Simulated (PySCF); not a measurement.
Molecule: C₄H₂F₂O₂, SMILES O=C1OCC(F)=C1F.

```xyz
10

O      2.2698    -1.1856    -0.3815
C      1.2053    -0.6825    -0.2102
O      0.0359    -1.3735    -0.1828
C     -1.0678    -0.5246     0.0375
C     -0.4680     0.8408     0.1517
F     -1.2345     1.9001     0.3631
C      0.8559     0.7522     0.0085
F      1.7673     1.7128     0.0411
H     -1.5881    -0.8296     0.9537
H     -1.7669    -0.6055    -0.8037
```

Vertical TDDFT excitations, PBE0/def2-SVPD with PySCF 2.14.0, at a GFN2-xTB geometry (no frequency check), gas phase.

### Predict the low-lying singlet excitations and the spectrum.

The lowest singlet lies at 5.29 eV (234 nm, f = 0.000); the brightest of the first 6 is S2 at 6.37 eV (195 nm), f = 0.256, mainly HOMO → LUMO (92 %). No singlet lies below 3.1 eV (beyond 400 nm), so at this level no vertical transition falls in the visible.


| state | E (eV) | λ (nm) | f | main character |
| --- | --- | --- | --- | --- |
| S1 | 5.29 | 234 | 0.000 | HOMO−1 → LUMO (97 %) |
| S2 | 6.37 | 195 | 0.256 | HOMO → LUMO (92 %) |
| S3 | 6.92 | 179 | 0.038 | HOMO−2 → LUMO (95 %) |
| S4 | 6.95 | 178 | 0.009 | HOMO → LUMO+1 (93 %) |
| S5 | 7.58 | 164 | 0.002 | HOMO−3 → LUMO (94 %) |
| S6 | 7.72 | 161 | 0.051 | HOMO−1 → LUMO+1 (90 %) |

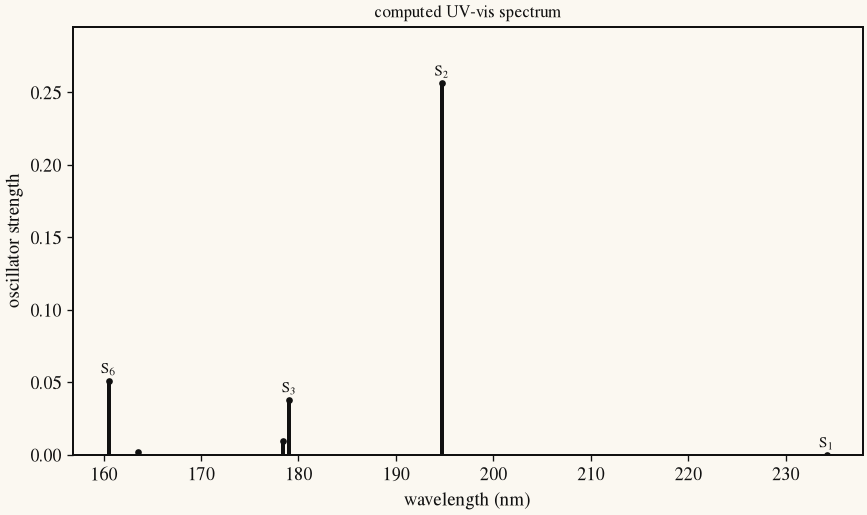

The lowest 6 singlet states are shown.

Caveats: the tight-binding geometry is rougher than a DFT one and adds to the error; core orbitals are frozen in the response.
